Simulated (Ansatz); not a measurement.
Run report: CH₇BFN, geometry relaxation (part 3 of 3)

Continued. System: CH₇BFN. Method: RHF/def2-SVP (Ansatz 0.2.0). It belongs to a series of runs on one base structure; here: end point B relaxed.

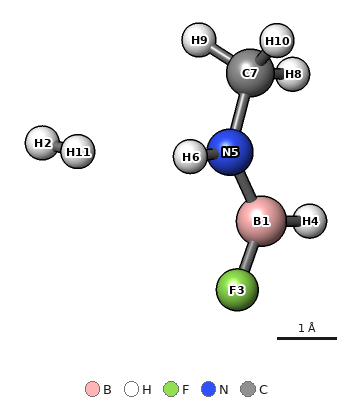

Fig. 1: The geometry at step 32 of the log (ball-and-stick view, seen at a tilt; atoms are numbered from 1 in the order of the input).

### Trajectory as extended XYZ, continued
```
11
Properties=species:S:1:pos:R:3:forces:R:3 step=26 energy=-5997.73753
B     0.5902    0.5911   -0.7478   -0.0018   0.0110  -0.0205
H    -1.2928   -0.0218    2.9820    0.0010   0.0053   0.0003
F     1.6221   -0.2195   -0.5289    0.0003  -0.0003   0.0073
H    -0.2584    0.2487   -1.5213   -0.0026  -0.0039  -0.0034
N     0.5316    1.8052   -0.0739    0.0067  -0.0416  -0.0011
H     1.2788    2.0279    0.5547    0.0063   0.0185  -0.0028
C    -0.4898    2.8159   -0.1998   -0.0081   0.0104   0.0226
H    -1.2747    2.4641   -0.8667    0.0057  -0.0073  -0.0001
H    -0.9476    3.0434    0.7652   -0.0148   0.0081  -0.0057
H    -0.0928    3.7463   -0.6124    0.0079   0.0008   0.0029
H    -0.9030    0.3055    2.4354   -0.0007  -0.0008   0.0005
11
Properties=species:S:1:pos:R:3:forces:R:3 step=27 energy=-5997.73752 accepted=F
B     0.5902    0.5918   -0.7483   -0.0074   0.0031  -0.0090
H    -1.2922   -0.0212    2.9814   -0.0043   0.0008   0.0078
F     1.6185   -0.2216   -0.5245    0.0137  -0.0020   0.0028
H    -0.2557    0.2508   -1.5248   -0.0104  -0.0031  -0.0099
N     0.5312    1.8054   -0.0740    0.0056  -0.0307   0.0103
H     1.2777    2.0280    0.5555    0.0064   0.0134  -0.0007
C    -0.4902    2.8161   -0.1994    0.0004   0.0126  -0.0051
H    -1.2757    2.4631   -0.8650    0.0025  -0.0042   0.0007
H    -0.9469    3.0459    0.7652   -0.0148   0.0042   0.0046
H    -0.0932    3.7454   -0.6146    0.0038   0.0022   0.0052
H    -0.9002    0.3032    2.4350    0.0044   0.0038  -0.0069
11
Properties=species:S:1:pos:R:3:forces:R:3 step=28 energy=-5997.73764
B     0.5912    0.5918   -0.7501   -0.0200  -0.0107   0.0144
H    -1.2929   -0.0196    2.9828    0.0008   0.0053   0.0005
F     1.6224   -0.2195   -0.5298    0.0053   0.0051  -0.0064
H    -0.2587    0.2482   -1.5218    0.0072   0.0042  -0.0100
N     0.5309    1.8039   -0.0728    0.0101  -0.0127  -0.0023
H     1.2798    2.0284    0.5535    0.0013   0.0081  -0.0027
C    -0.4901    2.8153   -0.1985   -0.0044   0.0045   0.0045
H    -1.2735    2.4636   -0.8672    0.0021  -0.0020  -0.0008
H    -0.9505    3.0431    0.7652   -0.0053  -0.0001  -0.0017
H    -0.0917    3.7456   -0.6101    0.0034  -0.0008   0.0042
H    -0.9033    0.3061    2.4352   -0.0005  -0.0008   0.0003
11
Properties=species:S:1:pos:R:3:forces:R:3 step=29 energy=-5997.73810
B     0.5991    0.5914   -0.7715   -0.0107   0.0157  -0.0024
H    -1.2877    0.0502    3.0011    0.0618   0.0478  -0.0890
F     1.6285   -0.2221   -0.5522    0.0024  -0.0007  -0.0037
H    -0.2319    0.2672   -1.5732    0.0115   0.0078   0.0201
N     0.5227    1.7860   -0.0641    0.0158  -0.0137   0.0130
H     1.2622    1.9996    0.5776   -0.0178  -0.0091  -0.0146
C    -0.4972    2.7993   -0.1854   -0.0001   0.0017  -0.0270
H    -1.2735    2.4554   -0.8665   -0.0007   0.0073  -0.0003
H    -0.9680    3.0152    0.7759    0.0029  -0.0100   0.0053
H    -0.0947    3.7347   -0.5816   -0.0034  -0.0026   0.0083
H    -0.8959    0.3299    2.4261   -0.0617  -0.0442   0.0903
11
Properties=species:S:1:pos:R:3:forces:R:3 step=30 energy=-5997.73844
B     0.6033    0.5920   -0.7808   -0.0212  -0.0003   0.0111
H    -1.2866    0.0770    3.0100    0.0578   0.0423  -0.0851
F     1.6347   -0.2205   -0.5659   -0.0015   0.0035  -0.0052
H    -0.2273    0.2708   -1.5839    0.0203   0.0112   0.0085
N     0.5213    1.7801   -0.0633    0.0195  -0.0184  -0.0077
H     1.2562    1.9880    0.5855   -0.0128   0.0009  -0.0160
C    -0.4991    2.7931   -0.1824   -0.0077   0.0025   0.0082
H    -1.2705    2.4563   -0.8725    0.0048   0.0008  -0.0008
H    -0.9765    2.9968    0.7785   -0.0032  -0.0015  -0.0037
H    -0.0953    3.7337   -0.5645    0.0018  -0.0018   0.0043
H    -0.8967    0.3394    2.4258   -0.0576  -0.0391   0.0863
11
Properties=species:S:1:pos:R:3:forces:R:3 step=31 energy=-5997.73913
B     0.6113    0.5911   -0.8013    0.0132   0.0076   0.0108
H    -1.2879    0.1422    3.0284    0.0231   0.0163  -0.0343
F     1.6483   -0.2177   -0.5991   -0.0130  -0.0003   0.0003
H    -0.2120    0.2820   -1.6154    0.0033   0.0002  -0.0011
N     0.5184    1.7642   -0.0612   -0.0078   0.0044  -0.0289
H     1.2490    1.9660    0.5936    0.0041  -0.0023   0.0027
C    -0.5046    2.7761   -0.1711   -0.0192   0.0094   0.0220
H    -1.2616    2.4555   -0.8855    0.0212   0.0100   0.0155
H    -1.0013    2.9510    0.7867    0.0096  -0.0026  -0.0315
H    -0.0970    3.7292   -0.5188   -0.0119  -0.0283   0.0091
H    -0.8991    0.3671    2.4302   -0.0225  -0.0144   0.0354
11
Properties=species:S:1:pos:R:3:forces:R:3 step=32 energy=-5997.73943
B     0.6181    0.5917   -0.8192    0.0153   0.0113   0.0148
H    -1.2870    0.1957    3.0443    0.0315   0.0175  -0.0475
F     1.6538   -0.2192   -0.6192   -0.0076  -0.0010   0.0019
H    -0.1955    0.2949   -1.6471   -0.0023   0.0011  -0.0027
N     0.5159    1.7528   -0.0612   -0.0083   0.0062  -0.0253
H     1.2390    1.9456    0.6046    0.0026  -0.0085  -0.0007
C    -0.5094    2.7632   -0.1630   -0.0217   0.0214   0.0135
H    -1.2553    2.4554   -0.8951    0.0280   0.0147   0.0271
H    -1.0198    2.9156    0.7917    0.0139  -0.0023  -0.0432
H    -0.1001    3.7252   -0.4846   -0.0204  -0.0439   0.0136
H    -0.8961    0.3859    2.4351   -0.0308  -0.0167   0.0486
11
Properties=species:S:1:pos:R:3:forces:R:3 step=33 energy=-5997.73963
B     0.6220    0.5929   -0.8292    0.0027   0.0093   0.0146
H    -1.2849    0.2258    3.0564    0.0369   0.0168  -0.0565
F     1.6542   -0.2217   -0.6269   -0.0014   0.0013   0.0009
H    -0.1854    0.3036   -1.6661    0.0014   0.0045  -0.0001
N     0.5147    1.7478   -0.0625   -0.0007  -0.0006  -0.0126
H     1.2318    1.9337    0.6119   -0.0026  -0.0095  -0.0081
C    -0.5119    2.7572   -0.1600   -0.0179   0.0245   0.0035
H    -1.2511    2.4570   -0.9017    0.0229   0.0115   0.0241
H    -1.0302    2.8973    0.7921    0.0123  -0.0028  -0.0363
H    -0.1022    3.7237   -0.4670   -0.0175  -0.0388   0.0127
H    -0.8934    0.3894    2.4396   -0.0363  -0.0163   0.0577
11
Properties=species:S:1:pos:R:3:forces:R:3 step=34 energy=-5997.73980
B     0.6241    0.5937   -0.8367    0.0032   0.0191  -0.0069
H    -1.2806    0.2485    3.0703    0.0344   0.0130  -0.0533
F     1.6533   -0.2239   -0.6318   -0.0021  -0.0013   0.0046
H    -0.1758    0.3128   -1.6841    0.0025   0.0012   0.0101
N     0.5127    1.7439   -0.0637    0.0058  -0.0104   0.0065
H     1.2240    1.9229    0.6190   -0.0091  -0.0078  -0.0145
C    -0.5138    2.7534   -0.1594   -0.0134   0.0194  -0.0027
H    -1.2463    2.4604   -0.9100    0.0137   0.0060   0.0142
H    -1.0403    2.8838    0.7892    0.0080  -0.0025  -0.0212
H    -0.1027    3.7228   -0.4532   -0.0092  -0.0244   0.0088
H    -0.8908    0.3885    2.4468   -0.0338  -0.0124   0.0544
11
Properties=species:S:1:pos:R:3:forces:R:3 step=35 energy=-5997.73949 accepted=F
B     0.6326    0.5996   -0.8598   -0.0741  -0.0471   0.0740
H    -1.2680    0.2965    3.1036    0.0382   0.0089  -0.0612
F     1.6503   -0.2293   -0.6426    0.0171   0.0213  -0.0274
H    -0.1583    0.3302   -1.7200    0.0382   0.0260  -0.0130
N     0.5069    1.7342   -0.0663    0.0396   0.0017   0.0095
H     1.2039    1.8965    0.6357   -0.0222  -0.0065  -0.0299
C    -0.5183    2.7451   -0.1589   -0.0168   0.0191  -0.0217
H    -1.2309    2.4722   -0.9358    0.0131   0.0091   0.0167
H    -1.0694    2.8492    0.7788    0.0153  -0.0055  -0.0166
H    -0.1010    3.7222   -0.4158   -0.0107  -0.0182   0.0079
H    -0.8843    0.3904    2.4675   -0.0375  -0.0086   0.0617
11
Properties=species:S:1:pos:R:3:forces:R:3 step=36 energy=-5997.74000
B     0.6260    0.5949   -0.8458    0.0068   0.0133  -0.0105
H    -1.2724    0.2712    3.0869    0.0013   0.0005  -0.0004
F     1.6524   -0.2257   -0.6380   -0.0027  -0.0033   0.0026
H    -0.1653    0.3234   -1.7041   -0.0002  -0.0024   0.0077
N     0.5082    1.7377   -0.0634   -0.0013  -0.0035   0.0054
H     1.2135    1.9093    0.6270   -0.0032  -0.0038  -0.0031
C    -0.5163    2.7491   -0.1593   -0.0100   0.0093  -0.0054
H    -1.2384    2.4667   -0.9236    0.0090   0.0050   0.0092
H    -1.0558    2.8674    0.7832    0.0065  -0.0022  -0.0112
H    -0.1005    3.7216   -0.4345   -0.0056  -0.0128   0.0045
H    -0.8877    0.3912    2.4581   -0.0007  -0.0001   0.0012
11
Properties=species:S:1:pos:R:3:forces:R:3 step=37 energy=-5997.74013
B     0.6297    0.5972   -0.8611   -0.0027   0.0013   0.0015
H    -1.2585    0.3003    3.1136    0.0063   0.0018  -0.0085
F     1.6503   -0.2291   -0.6476   -0.0022  -0.0003  -0.0025
H    -0.1489    0.3392   -1.7351    0.0066   0.0026   0.0051
N     0.5010    1.7282   -0.0633    0.0095  -0.0041   0.0056
H     1.1946    1.8865    0.6424   -0.0105  -0.0017  -0.0103
C    -0.5201    2.7428   -0.1601   -0.0096   0.0068  -0.0026
H    -1.2257    2.4777   -0.9458    0.0097   0.0046   0.0107
H    -1.0798    2.8419    0.7727    0.0048   0.0015  -0.0109
H    -0.0971    3.7200   -0.4056   -0.0062  -0.0105   0.0030
H    -0.8820    0.4021    2.4763   -0.0056  -0.0021   0.0088
```

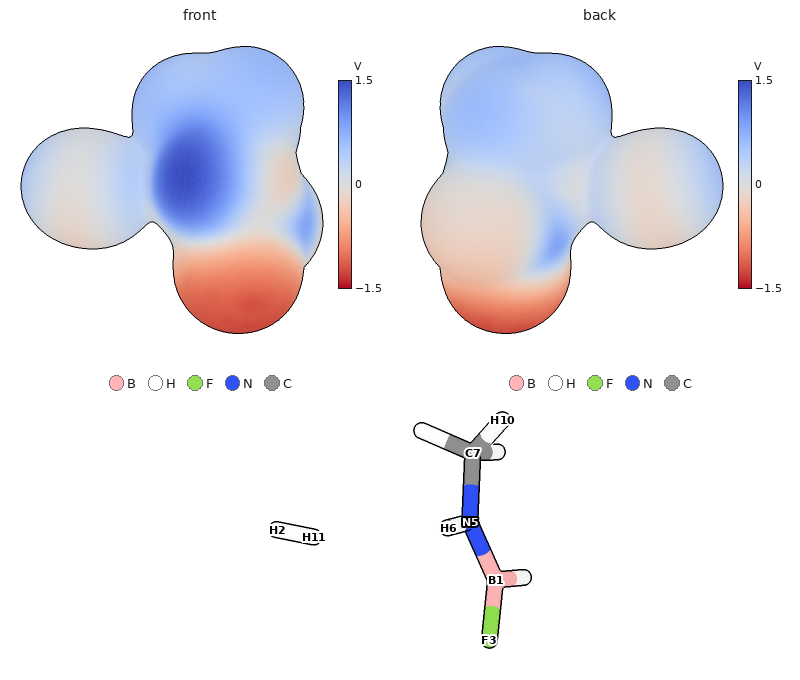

Fig. 2: The electrostatic potential painted on the density surface at 0.001 e/bohr³, seen face on and from behind; red is negative and blue positive. The bare structure is drawn below in the same view. A positive charge is drawn to the negative regions and a negative charge to the positive ones.

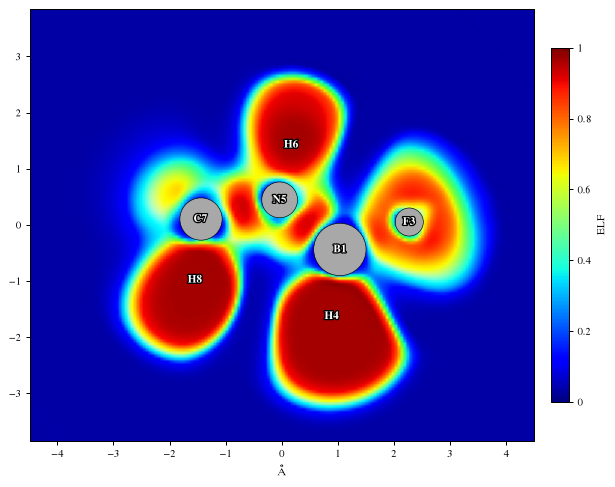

Fig. 3: ELF on the plane of atoms B1, N5 and H6. Grey discs, where drawn, cover atomic cores. Atoms in the plane: B, F, H, N and C. B–N (1.39 Å): the ELF peaks at about 0.95 between the atoms, which marks a polar covalent bond. C–H (1.09 Å): the ELF climbs to about 1 towards the hydrogen (a covalent bond by its length).

This output came from the following input.

### The input
```yaml
crystal:
  periodic: [false, false, false]
  atoms:
    - { symbol: B, position_ang: [0.347794, 0.431708, -0.280575] }
    - { symbol: H, position_ang: [-0.681455, -0.12641, 1.817909] }
    - { symbol: F, position_ang: [1.337906, -0.386671, 0.030937] }
    - { symbol: H, position_ang: [-0.580907, 0.028381, -0.905501] }
    - { symbol: "N", position_ang: [0.444409, 1.832128, 0.130605] }
    - { symbol: H, position_ang: [1.26237, 2.114848, 0.632425] }
    - { symbol: C, position_ang: [-0.502024, 2.874623, -0.171659] }
    - { symbol: H, position_ang: [-1.302224, 2.476498, -0.794677] }
    - { symbol: H, position_ang: [-0.953592, 3.303506, 0.728174] }
    - { symbol: H, position_ang: [-0.036919, 3.688516, -0.732234] }
    - { symbol: H, position_ang: [-0.571758, 0.569673, 1.730996] }
basis:
  gaussian: { orbitals: def2-SVP }
hamiltonian:
  xc: hf
relax:
  f_tol: 0.03
  max_steps: 50
output:
  orbitals: {}
```

Launched with:
```bash
ansatz run input.yaml --threads 1 --pin off --max-ram 2048MiB --backend cpu --events-out ev --progress --plain --runs-dir out
```

### Key numbers

| quantity | value |
| --- | --- |
| outcome | converged |
| total energy | −5997.7401 eV |
| mean-field energy | −5997.7401 eV |
| largest force (length of the vector) at the end | 0.015 eV/Å |
| hardware | 1 thread of Intel Xeon @ 2.60GHz (Ice Lake), 24 GiB of memory available, shared host |
| wall time | 68 s |
| peak memory | 0.18 GiB |
